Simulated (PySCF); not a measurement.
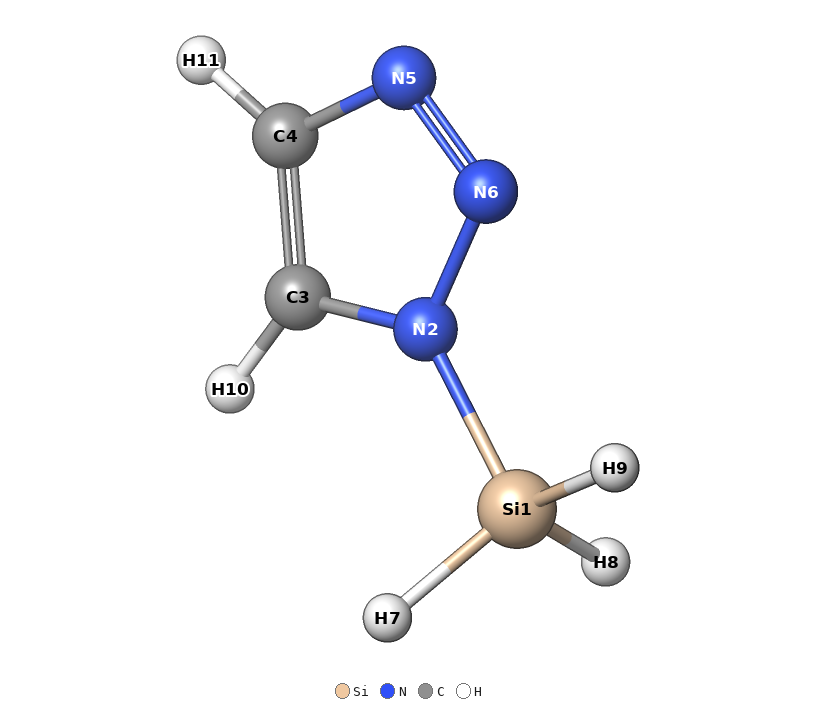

Computed geometry: GFN2-xTB optimisation. No frequency run is at hand to confirm it as a minimum. Level of theory: delta-SCF UKS SCAN, pcX-2 on the ionised atom, pcseg-1 elsewhere, spin-free X2C (PySCF 2.14.0).

Give the core-electron binding energies (to vacuum; p and d levels without spin–orbit splitting) of Si1 1s, Si1 2p, N2 1s, C3 1s, C4 1s, N5 1s, N6 1s.

| atom | level | binding energy (eV) |
| --- | --- | --- |
| Si1 | 1s | 1847.7 |
| Si1 | 2p | 108.2 |
| N2 | 1s | 406.6 |
| C3 | 1s | 291.7 |
| C4 | 1s | 291.1 |
| N5 | 1s | 405.4 |
| N6 | 1s | 406.1 |

The geometry is semi-empirical. Around Si such bond lengths and angles can be off by a tenth of an ångström or more and by several degrees, and values that hang on the shape move with them.
